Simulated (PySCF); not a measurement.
# C$_{2}$H$_{8}$O$_{2}$Zr (ZrH2(OMe)2): what the fields show

Input

```
{"job": {"kind": "uv", "xc": "PBE0", "basis": "def2-SVPD", "ip": true, "nstates": 10}, "charge": 0, "multiplicity": 1}
Zr     1.112339     0.009934     0.705971
H      1.153175     0.057784     2.577819
H      2.831030    -0.009454    -0.035764
O      0.259078     1.605964     0.116294
C     -0.519156     2.625352    -0.412091
H     -0.960202     3.235474     0.394276
H     -1.342950     2.221775    -1.026618
H      0.090407     3.288853    -1.048480
O      0.256341    -1.612339     0.195374
C     -0.544088    -2.648135    -0.264479
H      0.039017    -3.335969    -0.899798
H     -1.390351    -2.264477    -0.860734
H     -0.954010    -3.226893     0.580449
```

Launched as:

```sh
OMP_NUM_THREADS=1 python probes_run.py task.json out
```

Geometry: PBE0-D3(BJ)/def2-SVP; core potentials replace the inner electrons of Zr.

All numbers below come from PySCF, PBE0/def2-SVPD, SCF density, gas phase, scalar-relativistic core potentials on the heavy atoms.

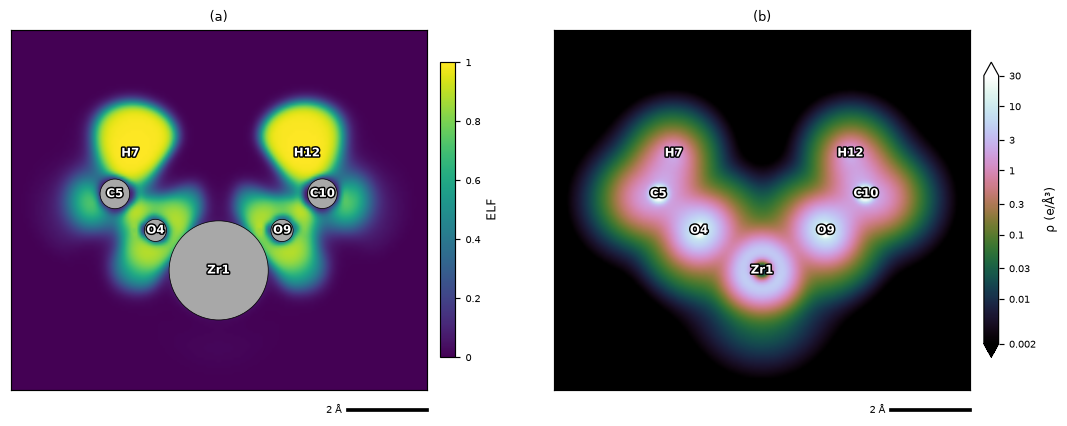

Figure 1. (a) ELF; (b) electron density on the plane of atoms Zr1, O4 and C5. Grey discs cover the atomic cores in the ELF map.

Read the bonding off the picture.

The plane passes through Zr, O, C and H nuclei.
C–O (1.39 Å): ρ at the midpoint is about 2.1 e/Å³, with its minimum of 1.8 e/Å³ about 0.5 Å from C; the ELF peaks at about 0.90 between the atoms (a polar covalent bond).
Zr–O (1.90 Å): ρ is about 0.92 e/Å³ halfway; the ELF peaks at about 0.80 in the valence shell of O, 0.5 Å from its nucleus, and drops to about 0.20 between the two atoms.
C–H (1.10 Å): ρ is about 1.9 e/Å³ halfway; the ELF climbs to about 1 towards the hydrogen, as it does in any bond to H; a covalent bond by its length.

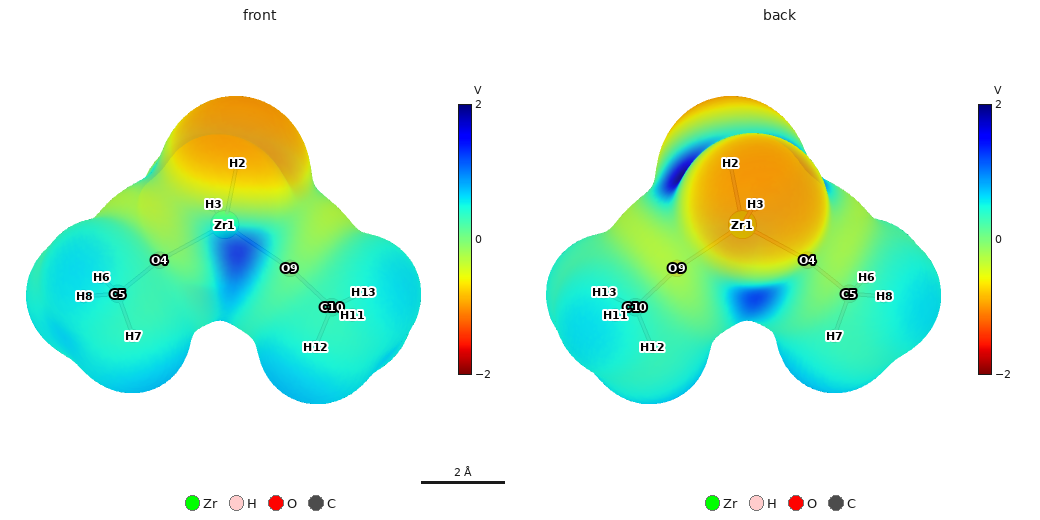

Figure 2. The electrostatic potential painted on the density surface at 0.001 e/bohr³, seen from the front and from behind; red is negative and blue positive.

Where is the surface potential most negative and most positive?

The most negative region (about −1.0 V) lies over H2 and H3, the most positive (about +1.7 V) over Zr1.

How polar is the molecule by this calculation?

Its dipole moment is 3.08 D.
